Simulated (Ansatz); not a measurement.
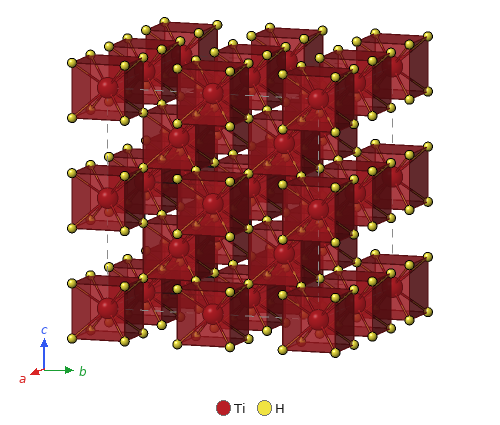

Polyhedra are drawn about Ti (bonds: H–Ti below 2.1 Å); other atoms are plain spheres.

The compound is TiH₄ (space group Im-3m, No. 229), taken as the end point of a relaxation with DFT PBE, scalar-relativistic, plane waves, PAW (Ansatz); the starting structure was generated, so it need not be a known form of this composition.

Q: What figure surrounds each Ti atom, and what does it share with the other drawn polyhedra?

A: Ti: TiH8 cube, sharing corners with eight neighbours.

Q: What is the connectivity of the polyhedra: isolated, groups, chains, layers or framework?

A: They form a three-dimensional framework of corner-sharing cubes.

Q: How far apart are the centres of linked polyhedra?

A: Centre to centre across a shared corner: 3.69 Å.
